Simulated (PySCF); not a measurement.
SMILES [GeH3][Se][Si](C)(C)C (C3H12GeSeSi) at its GFN2-xTB optimised geometry (Å):

```
18

Se    -1.0776    -0.2408     0.0000
Si     1.2774    -0.2408     0.0000
C      1.7616    -2.0165    -0.4853
C      1.8638     0.2084     1.7603
C      1.8959     1.0429    -1.2704
H      2.8368    -2.1520    -0.4401
H      1.3010    -2.7364     0.1841
H      1.4333    -2.2491    -1.4934
H      1.4876    -0.5057     2.4869
H      1.5069     1.1931     2.0508
H      2.9473     0.2133     1.8240
H      1.6345     2.0512    -0.9564
H      1.4496     0.8730    -2.2462
H      2.9743     0.9962    -1.3826
Ge    -1.4025     2.0414     0.0000
H     -2.8368     2.3140     0.3388
H     -0.5323     2.7364     1.0153
H     -1.1081     2.6622    -1.3393
```

Level of theory: PBE0/def2-SVP in PySCF. Cells within 0.4 Å of a nucleus heavier than hydrogen are left out (blank, or x).

Map of the deformation density (molecule minus spherical neutral atoms) (e/bohr³) on the plane z = 0.0 Å:

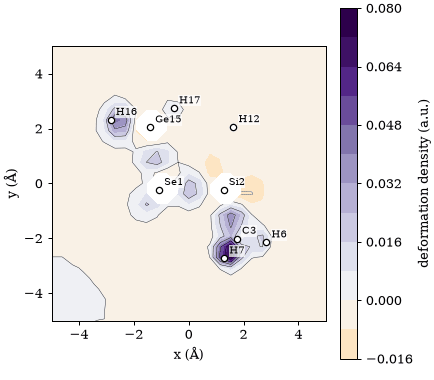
Deformation density (molecule minus spherical neutral atoms) (e/bohr³) on the plane z = 0.0 Å.
